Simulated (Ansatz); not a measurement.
The figure comes from a scan of Hf (hcp, Mg type): volume and axial ratio are varied about the relaxed values (subscript 0). Method: PBE (plane waves to 420 eV, PAW, scalar-relativistic; Ansatz, an electronic-structure program). k mesh 17×17×9 (Γ-centred), Fermi-Dirac smearing 0.05 eV. Energies are smeared free energies. With partly filled bands, the response to shear is sensitive to the k mesh, so small differences along c/a are uncertain. Hf is run without spin polarisation. Hf was relaxed with its symmetry unable to fall. Spin-orbit coupling is left out, though Hf is heavy. ΔE is measured from the relaxed starting cell.

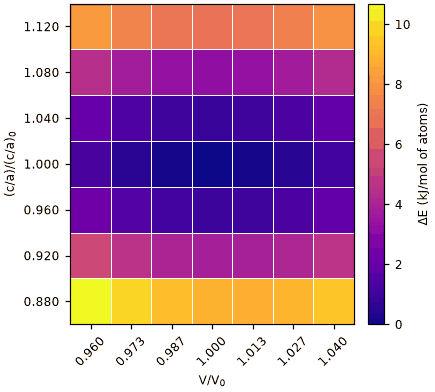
ΔE (kJ/mol of atoms), one tile a computed point.

### Question
Read the plotted values off the figure, to the accuracy that the plot allows.

### Answer
To the nearest 1:

ΔE (kJ/mol of atoms), with V/V₀ across and (c/a)/(c/a)₀ down:

```csv
(c/a)/(c/a)₀ \ V/V₀,0.960,0.973,0.987,1.000,1.013,1.027,1.040
0.880,11,10,9,9,9,9,9
0.920,5,5,4,4,4,4,5
0.960,2,2,1,1,1,1,2
1.000,1,1,0,0,0,0,1
1.040,2,1,1,1,1,1,2
1.080,4,4,3,3,3,4,4
1.120,8,7,7,7,7,7,8
```

(A scan under strain: stresses follow from slopes of the energy per volume, elastic moduli from its curvatures.)
